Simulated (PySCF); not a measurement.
## A study: F₄Ti, SMILES `F[Ti](F)(F)F`

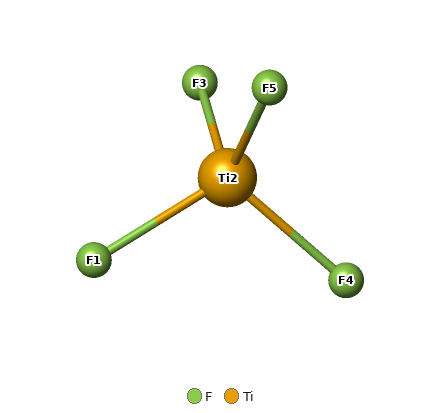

The molecule, with its atoms numbered as below. No frequency check shows the geometry to be a minimum.

Geometry (Å), atoms numbered from 1:

```
F1       0.9774   -0.8138   -1.1160
Ti2     -0.0002    0.0000   -0.0001
F3       0.9774    0.8138    1.1160
F4      -0.9772   -1.1165    0.8135
F5      -0.9772    1.1165   -0.8134
```

## 1. Bonding charge

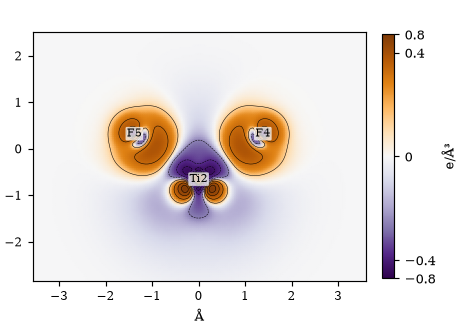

Deformation density (molecule less spherical, spin-averaged free atoms) in the plane of Ti2, F4 and F5; colour scale in e/Å³, logarithmic beyond ±0.1; orange: gain, purple: loss.

PySCF calculation, PBE/def2-TZVP, gas phase; geometry: GFN2-xTB. This is a single-reference result, which may miss multireference character in this system.

**Describe the bonding that the map shows.**

Ti2–F5 and Ti2–F4: +0.15 e/Å³ at the bond critical point (bond length 1.69 Å, Mayer order 1.0). In all, 1.2 electrons gather in the regions of gain relative to the promolecule. A small or negative value marks a very polar bond, one between electron-rich atoms, whose free-atom densities already overlap strongly, a long bond to a heavier atom, or a closed-shell contact such as a hydrogen bond.

**Where do the Hirshfeld charges lie?**

The highest Hirshfeld charge is on Ti2 (+0.76 e), the lowest on F1, F3, F4 and F5 (−0.19 e).

## 2. Bond critical points

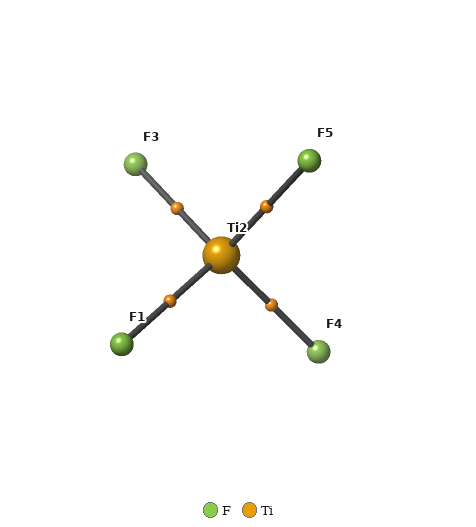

Molecular graph of the electron density (QTAIM): bond paths, bond critical points (orange), ring points (yellow, if any); weak paths are dashed.

**How many critical points of each kind are there, and does the count close?**

5 nuclei, 4 bond, 0 ring and 0 cage critical points: 5 − 4 + 0 − 0 = 1, as the Poincaré–Hopf relation requires.

**Tabulate density, Laplacian, ellipticity and energy density at the bond critical points (atomic units).**

```csv
bond,length (Å),ρ (a.u.),∇²ρ (a.u.),ε,H (a.u.)
Ti2–F5 (4 alike),1.692,0.191,+1.02,0.00,−0.066
```

**What kind of interaction is Ti2–F5?**

Polar or intermediate (positive Laplacian, negative energy density H): ρ = 0.191, ∇²ρ = +1.02, H = −0.066 a.u.

## 3. Local ionisation energy

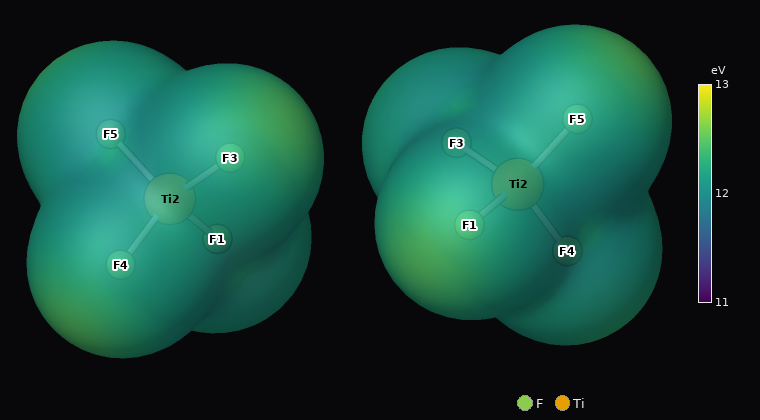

Average local ionisation energy on the surface of electron density 0.001 a.u. (back view left, front view right).

**Locate the minima of the map.**

The lowest value is 12.0 eV, near F4 (1.96 Å), F3 (2.02 Å) and Ti2 (2.16 Å), and at like points elsewhere. For comparison, the highest occupied orbital lies at −10.5 eV.

## 4. In an electric field

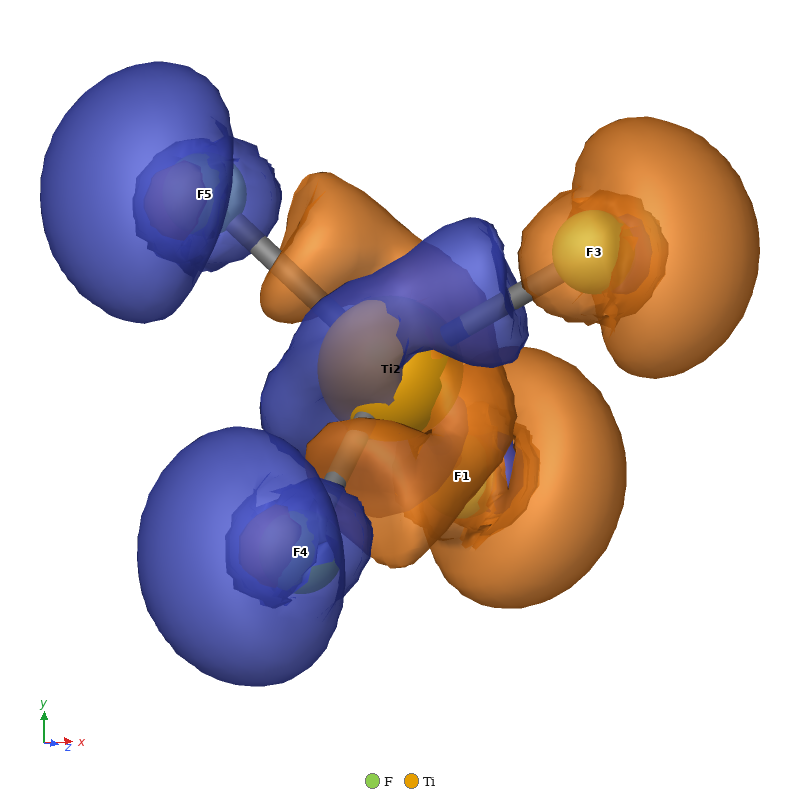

Change of the electron density in a uniform field of 0.21 V/Å, surfaces at ±0.0015 e/Å³ (orange: gain, blue: loss).

Level of theory: PBE/def2-TZVP (PySCF), at a geometry from GFN2-xTB. This is a single-reference result, which may miss multireference character in this system. A basis without diffuse functions makes polarisabilities too small.

The field was applied in both directions; the picture shows the one opposite to the script's first.

**Along which Cartesian direction does the field point?**

Along −x: electrons gather on the +x side, against the field.

**How large is the response?**

The induced dipole is 0.31 D (along the field); α along this axis, from the fields in both directions, is 30 bohr³ (4.4 Å³).

The PySCF runs shown took 23 s and 54 s on 1 thread of Intel(R) Xeon(R) Platinum 8259CL CPU @ 2.50GHz (Skylake/Cascade Lake) (shared host).
